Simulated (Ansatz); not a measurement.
**ClHMoO2S (SMILES [O]=[Mo]([OH])(=[S])[Cl]): density, localisation and related maps**

The calculation's input:

```
crystal:
  periodic: [false, false, false]
  atoms:
    - {symbol: O, position_ang: [-1.691827, -0.944648, 0.352012]}
    - {symbol: Mo, position_ang: [-0.398980, 0.015212, -0.064098]}
    - {symbol: O, position_ang: [1.089555, -0.530731, 0.898552]}
    - {symbol: S, position_ang: [-0.036399, -0.197745, -2.123354]}
    - {symbol: Cl, position_ang: [-0.895362, 2.164452, 0.366133]}
    - {symbol: H, position_ang: [1.975113, -0.570640, 0.524555]}
basis:
  gaussian: {orbitals: def2-TZVPP}
hamiltonian: {xc: pbe0, dispersion: d4}
output: {orbitals: {seedname: orbitals}}
```

Run with:

```sh
ansatz run in.yaml --threads 4 --pin off --events-out ev --progress --plain --max-ram 10444MiB
```

Geometry: PBE0-D4/def2-TZVP; core potentials replace the inner electrons of Mo.

Theory: Ansatz 0.2.0, RKS PBE0-D4/def2-TZVPP.

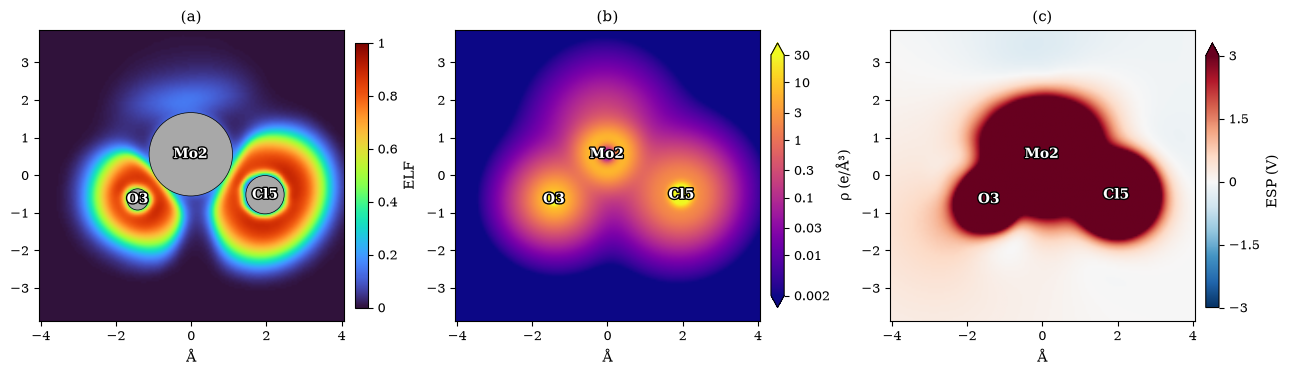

Figure 1. (a) ELF; (b) electron density; (c) electrostatic potential on the plane of atoms O3, Mo2 and Cl5. Grey discs cover the atomic cores in the ELF map.

What do the fields say about this system?

Answer.
- The section cuts through Mo, O and Cl sites.
- Mo–Cl (2.25 Å): ρ at the midpoint is about 0.76 e/Å³; the ELF peaks at about 0.85 in the valence shell of Cl, 0.8 Å from its nucleus, and is about 0.40 at the midpoint.
- Mo–O (1.85 Å): ρ at the midpoint is about 1.2 e/Å³; the ELF peaks at about 0.85 in the valence shell of O, 0.5 Å from its nucleus, and drops to about 0.30 between the two atoms.
- Outside the dense part of the molecule the potential is most negative (−0.4 V) near S4, which lies off the plane.

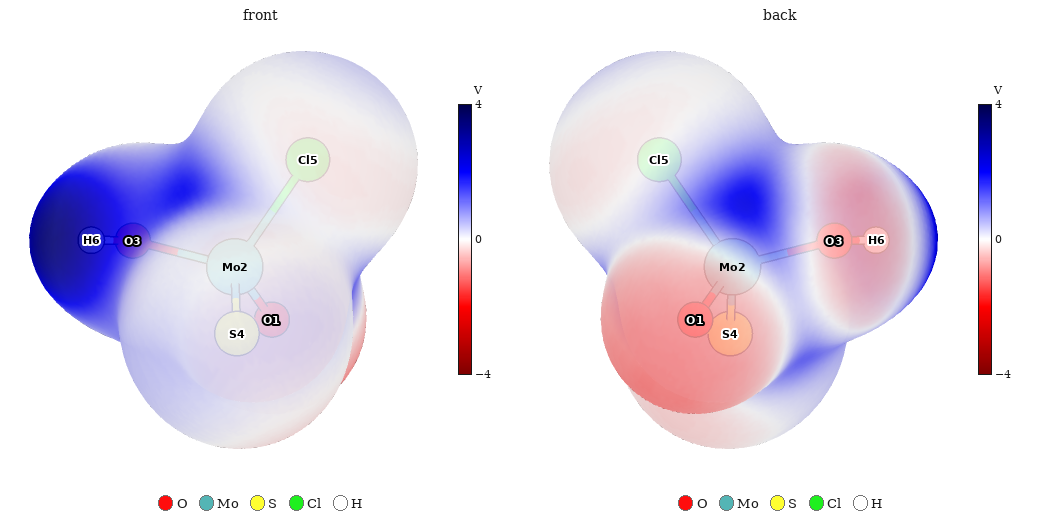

Figure 2. The molecular electrostatic potential painted on the density surface at 0.002 e/bohr³, seen from the front and from behind; the colour scale runs from red (negative) to blue (positive).

Which sites attract a positive test charge, and which a negative one?

Answer. A positive charge is drawn to the negative regions and a negative charge to the positive ones. The most negative region (about −1.0 V) lies over O1, the most positive (about +3.4 V) over H6.

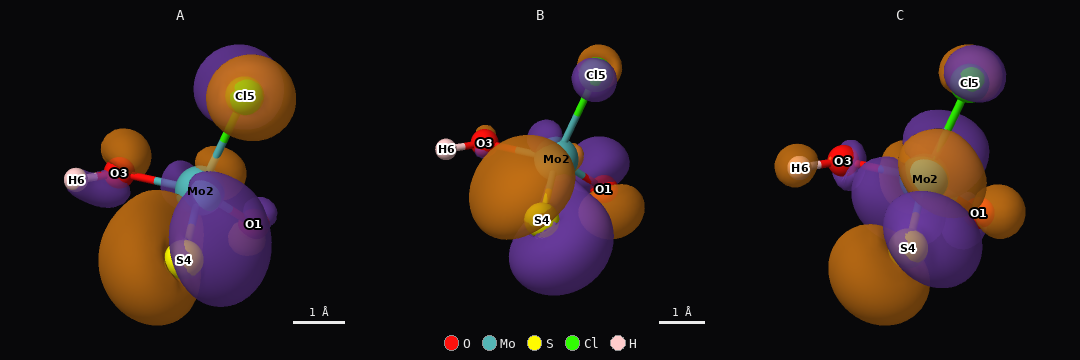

Figure 3. Three frontier orbitals at ±0.1 Å⁻³ᐟ² (orange and purple are the two phases), in no order.

Order the three orbitals by energy and name them.

Answer. A is the HOMO−1 (−8.73 eV). By Hirshfeld shares it lies mainly on S4 (about 55 %), Cl5 (about 20 %) and Mo2 (about 20 %). B is the HOMO (−8.14 eV). Its weight (Hirshfeld) is mainly on S4 (about 70 %), O1 (about 15 %) and Mo2 (about 10 %); largely a lone pair of S4. C is the LUMO (−3.35 eV). It lies mainly on Mo2 (about 50 %), S4 (about 30 %), Cl5 (about 5 %) and O1 (about 5 %).

What is the HOMO–LUMO gap?

Answer. 4.79 eV between the orbital energies.
